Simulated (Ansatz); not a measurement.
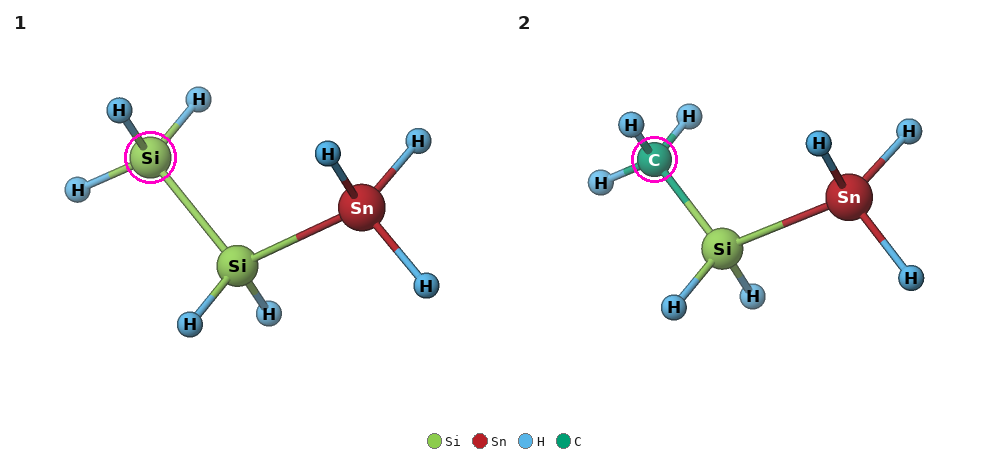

2 molecules with one skeleton, seen from the same side and at one scale; the atom that differs is circled. Charge 0, singlet. Computed geometries: PBE0-D4/def2-TZVP optimisations, one conformation each. Properties computed with Ansatz 0.2.0. Elements past Kr carry core potentials.

One atom differs, called X below: Si in panel 1, C in panel 2. Their formulas are H8Si2Sn (`[SiH3][SiH2][SnH3]`), CH8SiSn (`C[SiH2][SnH3]`).

### In which is the dipole moment larger (B3LYP-D4/def2-TZVPP)?

In panel 2 (X = C).

### In which is the length of X–Si larger (PBE0-D4/def2-TZVP)?

In panel 1 (X = Si).

Give the values. With PBE0-D4/def2-TZVP: mean length of X–H (Å), length of X–Si (Å), mean angle Si–X–H (°). With ωB97M-V/def2-QZVPP: HOMO energy (Kohn–Sham orbital) (eV), HOMO–LUMO gap (eV). With B3LYP-D4/def2-TZVPP: dipole moment (D).

| quantity | 1 (Si) | 2 (C) | 2 − 1 |
| --- | --- | --- | --- |
| mean length of X–H (Å) | 1.488 | 1.092 | −0.396 |
| length of X–Si (Å) | 2.336 | 1.876 | −0.460 |
| mean angle Si–X–H (°) | 110.2 | 110.7 | +0.5 |
| HOMO energy (Kohn–Sham orbital) (eV) | −9.71 | −9.68 | +0.03 |
| HOMO–LUMO gap (eV) | 10.59 | 10.77 | +0.18 |
| dipole moment (D) | 0.36 | 1.24 | +0.88 |
